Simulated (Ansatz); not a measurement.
# BaTiO3 (Barioperovskite): the dielectric response by several routes

Aim: the electronic dielectric constant of BaTiO3 (Barioperovskite) by perturbation theory, a sum over states and the RPA step of G0W0.

Program: Ansatz 0.2.0. Level of theory: linear response on LDA, plane waves, PAW. Results are calculated unless marked as measured.

## (1) The structure

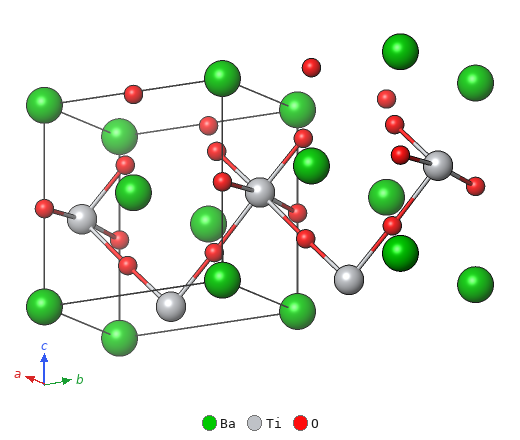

Start, viewed from a free direction; barium green, titanium light grey, oxygen red. 1×2×1 cells are drawn. This picture shows the conventional cell, with its axes. Some periodic images of atoms are drawn too.

The cell and positions come from the Crystallography Open Database and are kept as given unless a step says otherwise. Spin-orbit coupling is left out unless a step names it. The default PAW set here is soft_1. Its files were made with PBE; for other functionals the partial waves and projectors stay those of PBE.

## (2) Response to a homogeneous field

The response to a uniform field gives ε∞, a yardstick for the screening that GW builds on its mesh.

This step: dielectric response by perturbation theory, LDA, plane waves, PAW.

Contents of input.yaml:

```yaml
crystal:
  lattice:
    - [3.9855, 0.0, 0.0]
    - [0.0, 2.8369, 2.84515]
    - [0.0, -2.8369, 2.84515]
  atoms:
    - { symbol: Ba, position: [0.0, 0.0, 0.0] }
    - { symbol: Ti, position: [0.5, 0.5124, 0.5124] }
    - { symbol: O, position: [0.0, 0.4874, 0.4874] }
    - { symbol: O, position: [0.5, 0.50524, 0.99184] }
    - { symbol: O, position: [0.5, 0.99184, 0.50524] }
kpoints:
  mp_grid: { grid: [6, 6, 6] }
hamiltonian:
  xc: lda
  pseudopotentials: { kind: paw, azcp: { folder: "./paw" } }
scf:
  occupations: { method: fixed }
dielectric: {}
```

Launch:

```bash
$ ansatz run input.yaml --threads 3 --pin off --max-ram 92160MiB --backend cuda --events-out ev --progress --plain --runs-dir out --devices 1 --max-vram 13GiB
```

Numbers of over 12 decimals in the logs are rounded to 6 here.

What it wrote:

```text
Warning: <dir> the record states the generating functional pbe (its physics header spells it `PBE`), which answers neither for hamiltonian.xc's functional nor for the lda family's — results may be inconsistent (PPs are generated against a specific XC)
Warning: <dir> the record states the generating functional pbe (its physics header spells it `PBE`), which answers neither for hamiltonian.xc's functional nor for the lda family's — results may be inconsistent (PPs are generated against a specific XC)
Warning: <dir> the record states the generating functional pbe (its physics header spells it `PBE`), which answers neither for hamiltonian.xc's functional nor for the lda family's — results may be inconsistent (PPs are generated against a specific XC)
GPUs: using 1 of 1 available (devices: 1).
Engine: ansatz 0.2.0, x86_64-unknown-linux-gnu
Pseudopotentials: kind: paw
Pseudopotential: Ba, paw, valence charge 10, recommended cutoff 420 eV (normal), <dir>
Pseudopotential: Ti, paw, valence charge 12, recommended cutoff 420 eV (normal), <dir>
Pseudopotential: O, paw, valence charge 6, recommended cutoff 420 eV (normal), <dir>
Functional definition: SPW92
  exchange = slater_x
  correlation = pw_c
device memory: the entry about to start is reckoned to put 2.3 GiB on a device that reports 64.8 GiB free (of which the cap on the GPU budget leaves the run 13.0 GiB)
GPU FFT provider: cuFFT
GPU libraries: cuBLAS 13.8.2, cuFFT 12.4.0, cuSOLVER 12.3.4
Crystal: 5 atoms, lattice volume = 64.337 Å³
Basis set: ecut = 420 eV, 1249 PW (Γ), exchange–correlation on 54×54×54 points (8 copies of the dense FFT grid, shifted against one another)
Bands: 25, of which v1, the nominal top of the filled ones, is band 20 counted from 1 (19 counted from 0)
Symmetry: 4 space group operations
k-points: 112 of 216 (irreducible under 1 space group operation, time reversal used)
Non-local potential: Ba, projectors of the file, l = 0: 3, l = 1: 2, l = 2: 2, l = 3: 2
Non-local potential: Ti, projectors of the file, l = 0: 3, l = 1: 2, l = 2: 3, l = 3: 1
Non-local potential: O, projectors of the file, l = 0: 2, l = 1: 2, l = 2: 1
PAW form: soft (Blöchl's): semilocal exchange-correlation on the pseudo side does not see the compensation charge
PAW frozen core: Ba, regenerated for the run's functional, and the local potential with it (the file was generated under x = pbe(κ = 0.804, μ = 0.219515), c = pbe(β = 0.066725))
PAW frozen core: Ti, regenerated for the run's functional, and the local potential with it (the file was generated under x = pbe(κ = 0.804, μ = 0.219515), c = pbe(β = 0.066725))
PAW frozen core: O, regenerated for the run's functional, and the local potential with it (the file was generated under x = pbe(κ = 0.804, μ = 0.219515), c = pbe(β = 0.066725))
PAW one-centre angular grid: Ba, 194 points (default); XC on 64 Gauss nodes
PAW one-centre angular grid: Ti, 590 points (default); XC on 64 Gauss nodes
PAW one-centre angular grid: O, 110 points (default); XC on 64 Gauss nodes
Initial density: superposition of atomic densities (chi_scale 0.1, normalization cell, long waves kept (reshape's long-wave potential 0.00 eV rms))
Initial wavefunctions: pseudopotential atomic-orbital guess
GPU buffer pool allocated for 19683 grid points (all kernels)
GPU transforms: local potential and band sums: pruned to the plane-wave sphere, on 27×27×27
Functional: x = slater, c = lda
SCF iter   1: F=—  HF=-9905.096049 eV  |F-HF|=—  |Δ(HF+E_count)|=         —  Δρ=5.71e-2  dr2=2.16e0  ethr=3.10e-3  ⟨swp⟩=4.6  Hψ=10845  notcnv=0  defer=211
preconditioner: auto → Resta (q_TF=auto, 2.521 Å⁻¹)  ε∞=5.9  [insulator: Δε(μ)=2.146 eV  Ē_g=11.412 eV  n_scr=18 (ndim 8)  ℏωp=25.4 eV  f_vac=0.000  ε∞_Penn≈5.9]
SCF iter   2: F=—  HF=-9904.642350 eV  |F-HF|=—  |Δ(HF+E_count)|=   4.54e-1  Δρ=2.29e-2  dr2=4.80e-1  ethr=3.10e-3  ⟨swp⟩=2.8  Hψ=5697  notcnv=0  defer=125
SCF iter   3: F=—  HF=-9904.562922 eV  |F-HF|=—  |Δ(HF+E_count)|=   7.94e-2  Δρ=1.36e-2  dr2=1.17e-1  ethr=1.20e-3  ⟨swp⟩=2.0  Hψ=4520  notcnv=0  defer=224
SCF iter   4: F=—  HF=-9904.546996 eV  |F-HF|=—  |Δ(HF+E_count)|=   1.59e-2  Δρ=8.66e-3  dr2=5.41e-2  ethr=2.92e-4  ⟨swp⟩=2.4  Hψ=4988  notcnv=0  defer=231
SCF iter   5: F=—  HF=-9904.537821 eV  |F-HF|=—  |Δ(HF+E_count)|=   9.17e-3  Δρ=3.06e-3  dr2=6.77e-3  ethr=1.35e-4  ⟨swp⟩=2.0  Hψ=3905  notcnv=0  defer=297
SCF iter   6: F=—  HF=-9904.536642 eV  |F-HF|=—  |Δ(HF+E_count)|=   1.18e-3  Δρ=8.01e-4  dr2=4.56e-4  ethr=1.69e-5  ⟨swp⟩=2.1  Hψ=3933  notcnv=0  defer=334
SCF iter   7: F=—  HF=-9904.536524 eV  |F-HF|=—  |Δ(HF+E_count)|=   1.19e-4  Δρ=2.05e-4  dr2=2.39e-5  ethr=1.14e-6  ⟨swp⟩=2.0  Hψ=3992  notcnv=0  defer=292
SCF iter   8: F=—  HF=-9904.536463 eV  |F-HF|=—  |Δ(HF+E_count)|=   6.12e-5  Δρ=2.86e-5  dr2=4.20e-7  ethr=5.97e-8  ⟨swp⟩=2.0  Hψ=3974  notcnv=0  defer=114
SCF iter   9: F=—  HF=-9904.536710 eV  |F-HF|=—  |Δ(HF+E_count)|=   2.48e-4  Δρ=4.22e-6  dr2=1.04e-8  ethr=1.05e-9  ⟨swp⟩=2.1  Hψ=4031  notcnv=0  defer=116
SCF iter  10: F=—  HF=-9904.536710 eV  |F-HF|=—  |Δ(HF+E_count)|=   1.30e-9  Δρ=6.49e-7  dr2=3.05e-10  ethr=2.61e-11  ⟨swp⟩=2.4  Hψ=3905  notcnv=0  defer=116
SCF iter  11: F=-9904.536710 eV  HF=-9904.536710 eV  |F-HF|=3.64e-12  |Δ(HF+E_count)|=  7.28e-12  Δρ=1.41e-7  dr2=1.61e-11  ethr=1.00e-12  ⟨swp⟩=7.7  Hψ=10260  notcnv=0
SCF 1 converged in 11 iterations: F = -9904.536710 eV  dr2 = 1.61e-11
  greatest PAW one-centre occupation: 0.998 electrons in one spin orbital (limit 2), on the Ti atom at site 1 (counted from 0), in its partial waves of l = 0
the response reads at least the filled bands of the reference SCF and the lowest empty band at each k-point, and that SCF's band table does not vouch for those bands. The notice of the band table in this run's record says why
device memory: the entry about to start is reckoned to put 0.3 GiB on a device that reports 65.0 GiB free (of which the cap on the GPU budget leaves the run 12.9 GiB)
NSCF: frozen V_eff on 1 k-points
device memory: the entry about to start is reckoned to put 0.3 GiB on a device that reports 65.0 GiB free (of which the cap on the GPU budget leaves the run 12.9 GiB)
NSCF: frozen V_eff on 1 k-points
device memory: the entry about to start is reckoned to put 0.1 GiB (of the 0.1 GiB reckoned in all, the device holds 0.1 GiB already) on a device that reports 65.1 GiB free (of which the cap on the GPU budget leaves the run 12.9 GiB)
device memory: the entry about to start is reckoned to put 1.3 GiB (of the 1.4 GiB reckoned in all, the device holds 0.1 GiB already) on a device that reports 65.1 GiB free (of which the cap on the GPU budget leaves the run 12.9 GiB)
DFPT response loops at Γ: preconditioner auto → none (the input reference at scf.mixing.eps_inf says where Resta's filter doesn't serve); β = 0.50; Broyden in place of MSR1
── the response to a field inside a basis, on 8×8×8 k-points: an SCF that follows is theirs, and a resumed run solves both again ──
device memory: the entry about to start is reckoned to put 0.3 GiB on a device that reports 74.4 GiB free (of which the cap on the GPU budget leaves the run 12.9 GiB)
GPU FFT provider: cuFFT
GPU libraries: cuBLAS 13.8.2, cuFFT 12.4.0, cuSOLVER 12.3.4
Bands: 21, of which v1, the nominal top of the filled ones, is band 20 counted from 1 (19 counted from 0)
k-points: 80 of 512 (time reversal used)
Initial density: handed on by an earlier stage of this run
Initial wavefunctions: pseudopotential atomic-orbital guess (no wavefunctions were taken with the density)
GPU buffer pool allocated for 19683 grid points (all kernels)
GPU transforms: band sums: pruned to the plane-wave sphere, on 27×27×27
Eigensolver: Dense (80 Hₖ)
SCF iter   1: F=—  HF=-9904.533933 eV  |F-HF|=—  |Δ(HF+E_count)|=         —  Δρ=4.66e-4  dr2=2.61e-5  ethr=1.00e-1
preconditioner: auto → Resta (q_TF=auto, 2.521 Å⁻¹)  ε∞=7.3  [insulator: Δε(μ)=2.033 eV  Ē_g=10.474 eV  n_scr=18 (ndim 8)  ℏωp=26.2 eV  f_vac=0.000  ε∞_Penn≈7.3]
SCF iter   2: F=—  HF=-9904.533926 eV  |F-HF|=—  |Δ(HF+E_count)|=   6.68e-6  Δρ=2.09e-4  dr2=1.16e-5  ethr=6.52e-8
SCF iter   3: F=—  HF=-9904.533924 eV  |F-HF|=—  |Δ(HF+E_count)|=   1.56e-6  Δρ=1.16e-4  dr2=2.65e-6  ethr=2.89e-8
SCF iter   4: F=—  HF=-9904.533924 eV  |F-HF|=—  |Δ(HF+E_count)|=   5.61e-7  Δρ=1.71e-5  dr2=1.10e-7  ethr=6.63e-9
SCF iter   5: F=-9904.533924 eV  HF=-9904.533924 eV  |F-HF|=1.08e-8  |Δ(HF+E_count)|=   2.21e-8  Δρ=4.75e-6  dr2=1.43e-8  ethr=2.76e-10
SCF 1 converged in 5 iterations: F = -9904.533924 eV  dr2 = 1.43e-8
device memory: the entry about to start is reckoned to put 0.1 GiB (of the 0.1 GiB reckoned in all, the device holds 0.1 GiB already) on a device that reports 72.1 GiB free (of which the cap on the GPU budget leaves the run 12.9 GiB)
device memory: the entry about to start is reckoned to put 1.6 GiB on a device that reports 71.3 GiB free (of which the cap on the GPU budget leaves the run 12.9 GiB)
DFPT response loops at Γ: mixed as the last ones told, above
SCF converged after 11 iterations
Free energy (F): -9904.536710 eV
Harris-Foulkes:  -9904.536710 eV  (|F-HF|=3.64e-12)
Internal energy: -9904.536710 eV  (E = F + TS)
E sigma→0 (E₀):  -9904.536710 eV
Fermi energy:    9.841310 eV
--- Per-component energies (eV) ---
  E_band       = -153.119999
  E_kinetic    = 940.986372
  E_local      = -2186.958604  (includes V_loc(G=0)·N_el)
  E_nonlocal   = 320.225691
  E_hartree    = 834.119718
  E_xc         = -525.730883
  E_vxc        = -548.851205  (∫ρ·V_xc dr)
  E_paw        = -6472.823559  (= ΣΔE_a)
  E_vpaw       = -346.763893  (= ΣTr[D̂ρ^β])
  E_aug_tail   = 0.002247  (compensation charges beyond the density's cutoff)
  E_ewald      = -2815.256928
  E_core_change = 0.899235  (= ΣΔE_core)
  E_smearing   = -0.000000  (= −TS)
  E_closure    = -0.000000  (closes the sum)
  Σ components = -9904.536710   (vs F -9904.536710, Δ=0.00e0)
--- Band table (eV; the first three rows and the last of 112) ---
  k-point 0: bands = [... 16 lower, 8.7176, 9.5265, 9.6366, 9.6824, 11.6709, 11.7342, 11.8981, 13.9526, ... 1 higher]
  k-point 1: bands = [... 16 lower, 8.5598, 9.0639, 9.3878, 9.5116, 11.7921, 12.1989, 12.2725, 13.9871, ... 1 higher]
  k-point 2: bands = [... 16 lower, 8.2073, 8.3039, 9.1577, 9.2497, 11.8655, 13.0099, 13.0526, 13.9865, ... 1 higher]
  k-point 111: bands = [... 16 lower, 7.5047, 9.7926, 9.8315, 9.8413, 14.0256, 14.0671, 14.0786, 16.5051, ... 1 higher]
--- Dielectric response (ions clamped): 3 representative field directions + reference, inside a basis on a mesh of 512 k-points (Σ response iterations 21) ---
  ε∞ (high-frequency dielectric tensor):
        6.643602    -0.000000     0.000000
       -0.000000     6.465540     0.000000
        0.000000     0.000000     6.351684
  Born effective charges Z* (e; rows j = field, columns β = displacement):
    site 0:
         2.74066   -0.00000    0.00000
        -0.00000    2.75283   -0.00000
         0.00000   -0.00000    2.76522
    site 1:
         7.19413   -0.00000    0.00000
        -0.00000    6.92723   -0.00000
         0.00000   -0.00000    6.70470
    site 2:
        -5.72992    0.00000    0.00000
         0.00000   -2.06322   -0.00000
         0.00000   -0.00000   -2.06542
    site 3:
        -2.10243    0.00000   -0.00000
         0.00000   -3.80842    1.72271
        -0.00000    1.62567   -3.70225
    site 4:
        -2.10243    0.00000   -0.00000
         0.00000   -3.80842   -1.72271
        -0.00000   -1.62567   -3.70225
  Z* charge neutrality: 1.938e-3 e pre-enforcement
  solved inside a basis spanned on kpoints, on 8×8×8 k-points, its susceptibility summed on 10×10×10: ε∞ is read to err by 2.2e-2, Z* by 3.5e-2 e (field_mesh: kpoints solves on kpoints); Z* is corrected for what the basis lacks
```

Run time: 53 s. Hardware: 1 × NVIDIA H100 80GB HBM3 (shared by 6 runs) with 3 threads of AMD EPYC 7R13 (Zen 3), shared host; peak memory 1.8 GiB.

This step gave:

```
stated error of ε∞ : 0.022
```

One over ε∞ averages 0.15, under the quarter of exact exchange in PBE0, which by this rule of thumb may open the gap too far.

High-frequency dielectric tensor:

```
6.64 0.00 0.00
0.00 6.47 0.00
0.00 0.00 6.35
```

Born effective charge (e), principal values of the symmetric part by kind of site:

```tsv
atom	atoms with these values	low	middle	high	mean
Ba1	1	2.74	2.75	2.77	2.75
Ti2	1	6.70	6.93	7.19	6.94
O3	1	-5.73	-2.07	-2.06	-3.29
O4	2	-5.43	-2.10	-2.08	-3.20
```

In full for Ba1:

```
2.74 0.00 0.00
0.00 2.75 0.00
0.00 0.00 2.77
```

## (3) Independent-particle spectrum

The independent-particle spectrum shows where the oscillator strength lies, before excitons and local fields.

This step: independent-particle optics on LDA, plane waves, PAW.

Changes to input.yaml since step 2:

```diff
@@ -18,2 +18,4 @@
   occupations: { method: fixed }
-dielectric: {}
+  n_extra_bands: 44
+output:
+  optics: { e_range: [0, 25], de: 0.1, sigma: 0.2 }
```

What it wrote:

```text
[...]
GPUs: using 1 of 1 available (devices: 1).
[...]
GPU FFT provider: cuFFT
GPU libraries: cuBLAS 13.8.2, cuFFT 12.4.0, cuSOLVER 12.3.4
Crystal: 5 atoms, lattice volume = 64.337 Å³
Basis set: ecut = 420 eV, 1249 PW (Γ)
Bands: 64, of which v1, the nominal top of the filled ones, is band 20 counted from 1 (19 counted from 0)
Symmetry: 4 space group operations
[...]
k-points: 52 of 216 (time reversal used)
[...]
GPU buffer pool allocated for 19683 grid points (all kernels)
[...]
SCF iter   1: F=—  HF=-9905.096564 eV  |F-HF|=—  |Δ(HF+E_count)|=         —  Δρ=5.71e-2  dr2=2.16e0  ethr=3.10e-3  ⟨swp⟩=4.8  Hψ=12175  notcnv=0  defer=2010
[...]
SCF iter  12: F=-9904.536710 eV  HF=-9904.536710 eV  |F-HF|=0.00e0  |Δ(HF+E_count)|=  3.64e-12  Δρ=5.16e-8  dr2=1.28e-12  ethr=1.00e-12  ⟨swp⟩=11.6  Hψ=25434  notcnv=0
SCF 1 converged in 12 iterations: F = -9904.536710 eV  dr2 = 1.28e-12
[...]
Optics k sum: 0 of 52 k-points
Optics k sum: 3 of 52 k-points
[...]
Optics k sum: 52 of 52 k-points
[...]
SCF converged after 12 iterations
Free energy (F): -9904.536710 eV
[...]
Internal energy: -9904.536710 eV  (E = F + TS)
E sigma→0 (E₀):  -9904.536710 eV
Fermi energy:    9.841312 eV
[...]
--- Band table (eV; the first three rows and the last of 52) ---
  k-point 0: bands = [... 16 lower, 8.7176, 9.5265, 9.6366, 9.6824, 11.6709, 11.7342, 11.8981, 13.9526, ... 40 higher]
  k-point 1: bands = [... 16 lower, 8.5598, 9.0639, 9.3878, 9.5116, 11.7921, 12.1989, 12.2725, 13.9871, ... 40 higher]
  k-point 2: bands = [... 16 lower, 8.2073, 8.3039, 9.1577, 9.2497, 11.8655, 13.0099, 13.0526, 13.9865, ... 40 higher]
  k-point 51: bands = [... 16 lower, 7.5047, 9.7926, 9.8315, 9.8413, 14.0256, 14.0671, 14.0786, 16.5051, ... 40 higher]
```

Run time: 95 s. Hardware: 1 × NVIDIA H100 80GB HBM3 (shared by 6 runs) with 3 threads; peak memory 1.7 GiB.

This step gave:

```
ε∞ without local fields (xx, yy, zz)                                   : 6.882, 6.792, 6.723
electrons in the f-sum (xx, yy, zz)                                    : 27.87, 27.92, 27.90
bands in the explicit sum (the static value is completed to all bands) : 64
```

The sum gives ε∞ = 6.88, 6.79 and 6.72 without local fields.

Independent particles, no local fields, Gaussian width 0.2 eV. The ε₂ by photon energy; read off at these points:

```tsv
photon energy (eV)	xx	yy	zz
1.0	0	0	0
2.0	0.205	0.173	0.0920
3.0	4.60	3.83	3.77
4.0	9.49	9.26	9.07
5.0	3.8	4.08	4.14
6.0	2.74	2.79	2.85
7.0	4.76	4.71	4.83
8.0	4.14	4.25	4.25
8.8	5.40	5.34	5.35
9.0	4.98	5.03	5.07
10.0	4.74	4.65	4.51
11.0	3.44	3.44	3.49
12.0	2.60	2.67	2.64
13.0	1.18	1.19	1.18
14.0	0.831	0.809	0.801
15.0	0.940	0.855	0.875
16.0	1.27	1.20	1.21
17.0	2.42	2.30	2.42
18.0	4.08	4.22	4.05
19.0	4.72	4.61	4.69
20.0	1.85	1.82	1.83
21.0	1.99	1.98	2.04
22.0	1.16	1.20	1.16
23.0	1.03	1.02	1.00
24.0	0.573	0.582	0.570
25.0	0.445	0.445	0.431
```

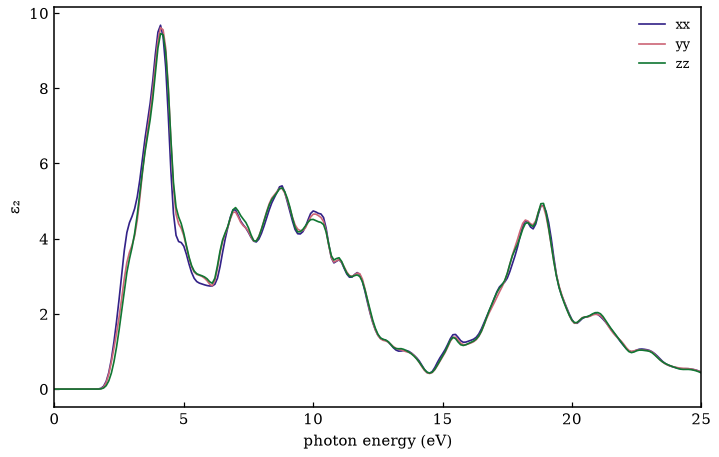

ε₂ against photon energy.

(Continued in part 2 of 2.)

[Paths, hosts, dates, memory and timing lines, banners, echoed tables and standing remarks are left out of the program output.]

[Logs are printed without paths, hosts, clocks, repeated set-up lines and the standing remarks that a program may print on its own settings, such as how far it seeks lower states.]

[Runs of the session that timed out or met a known fault of the program may be left out.]

[Cells called generated may have been cut or substituted from an entry of the Crystallography Open Database or the Materials Project.]

[Hosts, paths, dates, database ids (printed as entryN), source tags and the programs' standing remarks are cut or masked in the printed files.]
